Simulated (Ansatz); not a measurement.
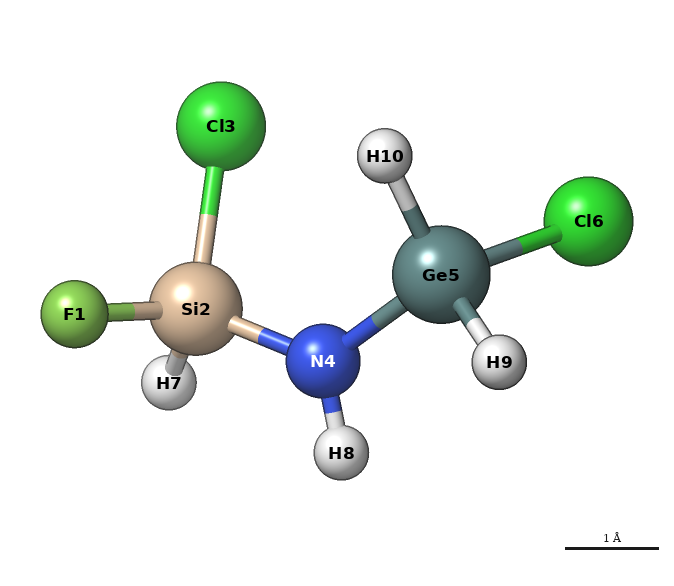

Numbered structure. The geometry was computed by an optimisation with PBE0-D4/def2-TZVP. No frequency run is at hand to confirm it as a minimum.

Q: Describe the coordination of atom 2.

A: Si2 has 4 neighbours (F1 at 1.59, Cl3 at 2.04, N4 at 1.69, H7 at 1.47 Å); the arrangement is tetrahedral.

Q: What is the geometry at Ge5?

A: Ge5 has 4 neighbours (N4 at 1.83, Cl6 at 2.16, H9 at 1.53, H10 at 1.53 Å); the arrangement is tetrahedral.

Q: Describe the coordination of atom 4.

A: N4 has 3 neighbours (Si2 at 1.69, Ge5 at 1.83, H8 at 1.01 Å); the arrangement is trigonal planar.

Q: What is the dihedral angle Cl3–Si2–N4–Ge5?

A: 22° in size, that is syn (eclipsed).
